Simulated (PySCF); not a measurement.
Vertical excitations of a molecule C4H7BO from PySCF with TDA-PBE/def2-SVPD, as energy in eV (oscillator strength): 5.01 (0.000), 5.53 (0.002), 5.88 (0.046), 6.16 (0.009), 6.59 (0.013), 6.64 (0.041), 6.78 (0.001), 6.85 (0.044), 7.14 (0.010), 7.15 (0.015). Lowest triplet (TDA): 4.50 eV. Geometry: B3LYP-D3(BJ)/def2-SVP. The values are those of a single conformer.

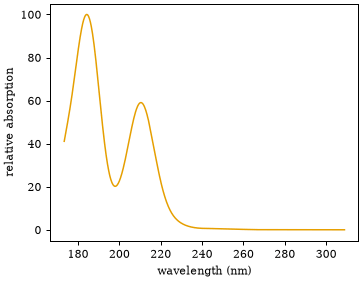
The lines broadened by 0.4 eV.

Which molecule gave these data?
A. C[C@@H]1C=CB1O
B. O=CB1CCC1
C. C=C1CB(C)O1
D. C#CB(O)CC

D, C#CB(O)CC
